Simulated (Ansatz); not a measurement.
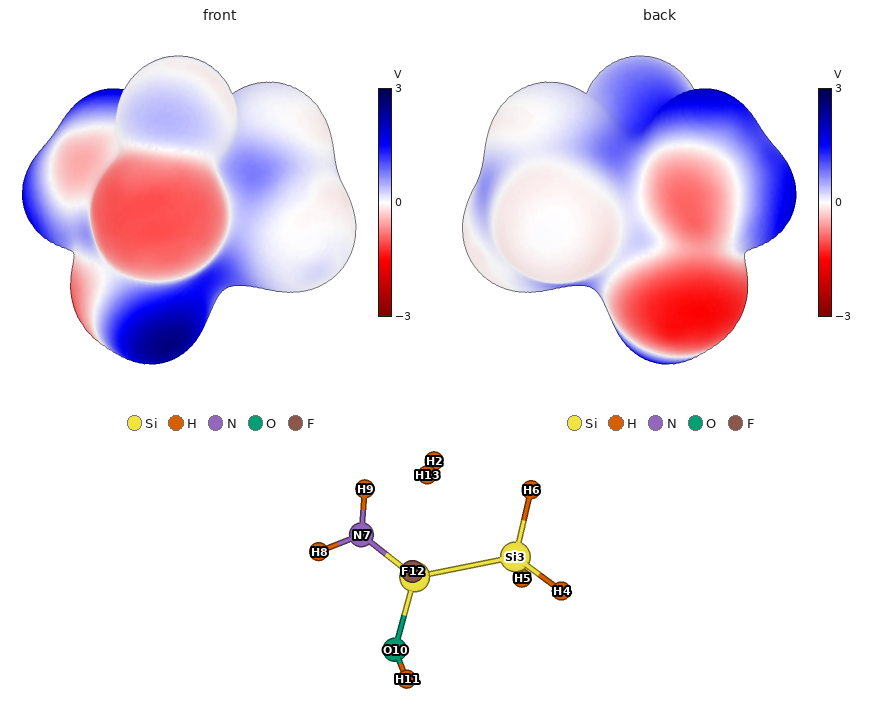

The picture shows: FH$_{6}$NOSi$_{2}$···H$_{2}$. The molecular electrostatic potential painted on the density surface at 0.002 e/bohr³, seen from the front and from behind; red is negative and blue positive. The bare structure is drawn below in the same view.

Not at a stationary point (largest force 1.9 eV/Å).

Level of theory: RKS PBE0/def2-SVP in Ansatz 0.2.0.

```xyz
13

Si   -0.1018   -0.3962   -0.2443
H     0.9438    0.8343    1.8847
Si    2.1407   -0.0915   -0.8474
H     2.8792   -1.3944   -0.8216
H     2.2010    0.4561   -2.2376
H     2.8511    0.8612    0.0628
N    -0.9482    1.0774   -0.1477
H    -1.9308    1.1474   -0.3946
H    -0.6074    1.8892    0.3494
O    -0.9253   -1.2603   -1.4021
H    -0.8676   -2.2172   -1.3300
F    -0.1693   -1.3412    1.0684
H     0.7007    0.2376    2.1969
```

> Describe the electrostatic potential map.

The most negative region (about −1.5 V, or −35 kcal/mol for a unit charge) lies over O10, the most positive (about +2.4 V, or +55 kcal/mol for a unit charge) over H11. O10 is the likeliest acceptor of a hydrogen bond.
